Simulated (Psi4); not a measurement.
# FNO-CCSD/cc-pVDZ (density fitting, density fitting for correlation, occ tolerance 0.0001) run of CH2ClN (SMILES [H]/N=C/Cl)

What is the energy change on altering one bond length of CH2ClN at FNO-CCSD/cc-pVDZ (density fitting, density fitting for correlation, occ tolerance 0.0001)? 

The results are computed with Psi4 1.11.

6 further runs of the same task are left out: 2 that didn't finish, 4 set aside as unsound or not needed.

### 1 The structure to begin with

CH2ClN: 5 atoms, total charge 0, spin state singlet. SMILES: `[H]/N=C/Cl`. The shape is that of a PBE0-D4/def2-TZVP optimisation.

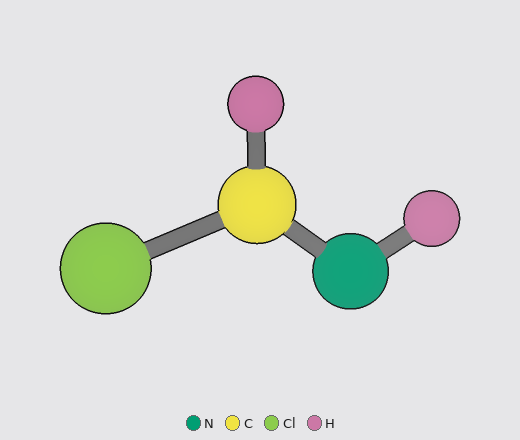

Viewed from a chosen angle; nitrogen teal, carbon yellow, chlorine green, hydrogen pink.

### 2 A single-point energy at FNO-CCSD/cc-pVDZ (density fitting, density fitting for correlation, occ tolerance 0.0001)

calc.in reads:

```
memory 1600 MB

molecule {
  0 1
  N
  C 1 r2
  Cl 2 r3 1 a3
  H 1 r4 2 a4 3 d4
  H 2 r5 1 a5 4 d5

  r2 = 1.24737
  r3 = 1.729185
  a3 = 120.99915
  r4 = 1.018888
  a4 = 110.46376
  d4 = -179.99394
  r5 = 1.090826
  a5 = 127.98924
  d5 = 0.00376
  units angstrom
}

set {
  scf_type      df
  freeze_core   true
  cc_type       df
  occ_tolerance 0.0001
}

energy("fno-ccsd/cc-pVDZ")
```

Started as:

```bash
$ psi4 -i calc.in -o calc.out -n 1
```

calc.out:

```text
[...]
  Running in c1 symmetry.
[...]
  Nuclear repulsion =   89.884991498658053
[...]
  Multiplicity = 1
[...]
  Nalpha       = 16
  Nbeta        = 16
[...]
    Number of basis functions: 56
[...]
   @DF-RHF iter   1:  -552.88659318601492   -4.10870e-01   6.91371e-03 ADIIS/DIIS
[...]
   @DF-RHF iter  12:  -552.96667771690500   -2.84217e-12   5.45370e-09 DIIS
[...]
    Orbital Energies [Eh]
    ---------------------
    Doubly Occupied:
       1A   -104.839467     2A    -15.585630     3A    -11.358208
       4A    -10.567679     5A     -8.035216     6A     -8.031725
       7A     -8.031573     8A     -1.263481     9A     -1.119814
      10A     -0.821253    11A     -0.728948    12A     -0.602532
      13A     -0.540044    14A     -0.465535    15A     -0.452724
      16A     -0.425625
[...]
  @DF-RHF Final Energy:  -552.96667771690500
   => Energetics <=
    Nuclear Repulsion Energy =             89.8849914986580529
    One-Electron Energy =                -939.9644275475288850
    Two-Electron Energy =                 297.1127583319657219
    Total Energy =                       -552.9666777169049965
[...]
 Multipole Moments:
 ------------------------------------------------------------------------------------
     Multipole            Electronic (a.u.)      Nuclear  (a.u.)        Total (a.u.)
 ------------------------------------------------------------------------------------
 L = 1.  Multiply by 2.5417464519 to convert [e a0] to [Debye]
 Dipole X            :         -0.0000630            0.0001249            0.0000619
 Dipole Y            :         -2.7213331            3.8171172            1.0957841
 Dipole Z            :          2.1168853           -1.8789408            0.2379445
 Magnitude           :                                                    1.1213208
[...]
      * MP2 total energy:                  -553.398090973024
[...]
      * CCSD total energy:                 -553.425342241881
[...]
```

Run time: 4.2 s. Hardware: 1 thread of AMD EPYC 7B13 (Zen 3), shared host; peak memory 0.29 GiB.

### 3 The distorted shape

ch2cln.dat reads:

```
memory 1.6 GB

molecule system {
  0 1
  N     -2.248329    -1.570286    -0.825392
  C      0.240900     0.066200     0.096600
  Cl     1.513100    -0.680300     0.999000
  H     -2.894129    -0.975486    -1.342392
  H      0.451300     1.122600    -0.075600
}

set scf_type df
set freeze_core true
set cc_type df
set occ_tolerance 0.0001

energy_value, wavefunction = energy("fno-ccsd/cc-pVDZ", return_wfn=True)
```

Started as:

```bash
$ psi4 -n 1 ch2cln.dat ch2cln.out
```

ch2cln.out:

```text
[...]
  Running in c1 symmetry.
[...]
  Nuclear repulsion =   67.207243798707168
[...]
  Multiplicity = 1
[...]
  Nalpha       = 16
  Nbeta        = 16
[...]
    Number of basis functions: 56
[...]
   @DF-RHF iter   1:  -551.55113871282913   -1.86947e-01   1.70462e-02 ADIIS/DIIS
[...]
   @DF-RHF iter  16:  -552.68378980048954   -5.68434e-13   2.38280e-09 DIIS
[...]
    Orbital Energies [Eh]
    ---------------------
    Doubly Occupied:
       1A   -104.866935     2A    -15.610901     3A    -11.354330
       4A    -10.593504     5A     -8.060679     6A     -8.058179
       7A     -8.056962     8A     -1.165281     9A     -1.029376
      10A     -0.854685    11A     -0.608605    12A     -0.532906
      13A     -0.514533    14A     -0.504762    15A     -0.406690
      16A     -0.380134
[...]
  @DF-RHF Final Energy:  -552.68378980048954
   => Energetics <=
    Nuclear Repulsion Energy =             67.2072437987071680
    One-Electron Energy =                -894.5851450904095827
    Two-Electron Energy =                 274.6941114912129365
    Total Energy =                       -552.6837898004894214
[...]
 Multipole Moments:
 ------------------------------------------------------------------------------------
     Multipole            Electronic (a.u.)      Nuclear  (a.u.)        Total (a.u.)
 ------------------------------------------------------------------------------------
 L = 1.  Multiply by 2.5417464519 to convert [e a0] to [Debye]
 Dipole X            :          4.0048957           -4.0006301            0.0042656
 Dipole Y            :         -0.4567310            1.4461677            0.9894367
 Dipole Z            :          2.3250773           -2.5923582           -0.2672809
 Magnitude           :                                                    1.0249109
[...]
      * MP2 total energy:                  -553.051394037405
[...]
      * CCSD total energy:                 -553.113572611601
[...]
```

Run time: 9.9 s. Hardware: 1 thread of AMD EPYC 7B13 (Zen 3), shared host; peak memory 0.29 GiB.

### 4 Summary of results

Level: FNO-CCSD/cc-pVDZ (density fitting, density fitting for correlation, occ tolerance 0.0001), 7 core orbitals frozen.

| quantity | value |
| --- | --- |
| first shape: total energy | -553.42534 Eh |
| first shape: HOMO energy (Hartree–Fock orbitals) | -11.58 eV |
| first shape: LUMO energy (Hartree–Fock orbitals) | 3.98 eV |
| first shape: HOMO–LUMO gap (Hartree–Fock orbitals) | 15.56 eV |
| first shape: correlation energy (7 core orbitals frozen) | -458.7 mEh |
| first shape: T1 diagnostic | 0.012 |
| distorted shape: total energy | -553.11357 Eh |
| distorted shape: HOMO energy (Hartree–Fock orbitals) | -10.34 eV |
| distorted shape: LUMO energy (Hartree–Fock orbitals) | 1.26 eV |
| distorted shape: HOMO–LUMO gap (Hartree–Fock orbitals) | 11.61 eV |
| distorted shape: correlation energy (7 core orbitals frozen) | -429.8 mEh |
| distorted shape: T1 diagnostic | 0.020 |
| energy change with the N1–C2 bond stretched from 1.247 to 3.118 Å | 8.484 eV |

In words: With the N1–C2 bond stretched from 1.247 to 3.118 Å the energy rises by 8.48 eV (819 kJ/mol). The first shape isn't relaxed at this level, so the change isn't measured from a minimum. A restricted reference can't describe the breaking bond well at this length.
